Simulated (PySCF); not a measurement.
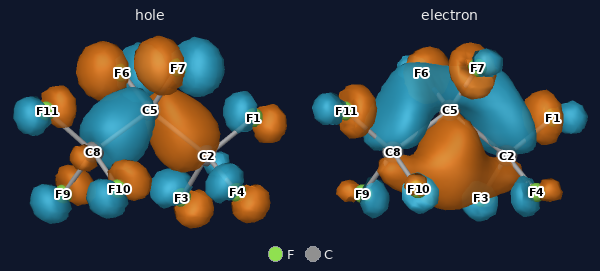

*C3F8, SMILES `FC(F)(F)C(F)(F)C(F)(F)F`. Leading natural transition orbital pair of S₂ (full linear response singlet states); the surfaces enclose about 78 % of each orbital's density.*

Computed with PySCF, PBE0/def2-SVP, geometry: GFN2-xTB. No frequency check shows the geometry to be a minimum. Without diffuse functions Rydberg states are missing, so the states' numbers hold for this basis only.

Coordinates in Å:

```
F1      -2.3700    0.5493   -0.0002
C2      -1.3009   -0.2334    0.0020
F3      -1.3544   -1.0102    1.0758
F4      -1.3542   -1.0102   -1.0760
C5       0.0000    0.6251   -0.0000
F6       0.0011    1.4183    1.0844
F7      -0.0011    1.4183   -1.0844
C8       1.3009   -0.2334   -0.0020
F9       1.3543   -1.0102    1.0760
F10      1.3544   -1.0102   -1.0757
F11      2.3700    0.5493    0.0002
```

Q: Give its energy and the atoms that hole and electron lie on.

A: 10.57 eV (117 nm), f = 0.054; the leading pair carries 98 %; hole on F6 and F7 (17 % each), C5 (15 %) and C2 and C8 (10 % each), electron on C5 (23 %), C2 and C8 (15 % each) and F1, F6, F7 and F11 (8 % each); their centroids lie 0.1 Å apart. In canonical orbitals it is mainly HOMO → LUMO+1 (97 %). The HOMO–LUMO gap is 12.00 eV.

Run time: 13 min on 1 thread of Intel(R) Xeon(R) Platinum 8259CL CPU @ 2.50GHz (Skylake/Cascade Lake), with other jobs on the host, peak memory 1.1 GiB.
